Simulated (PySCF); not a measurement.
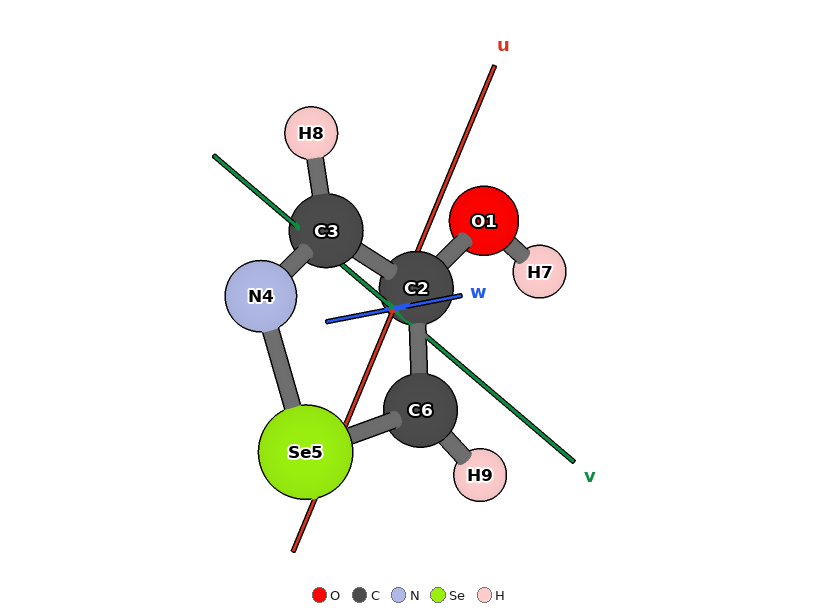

The lines u, v and w are the principal axes of the static dipole polarisability. The geometry was computed by an optimisation with PBE0-D3(BJ)/def2-SVP. No frequency run is at hand to confirm it as a minimum. Computed with B3LYP/def2-SVPD (PySCF 2.14.0).

Question: Along which axis is the molecule most polarisable, and along which least?

Answer: Most along u (in the molecular plane, close to the long direction O1···Se5), least along w (normal to the molecular plane).

Question: Give the three principal values.

Answer: u 91.9, v 71.7, w 46.1 bohr³; mean 69.9, anisotropy 39.7 bohr³.
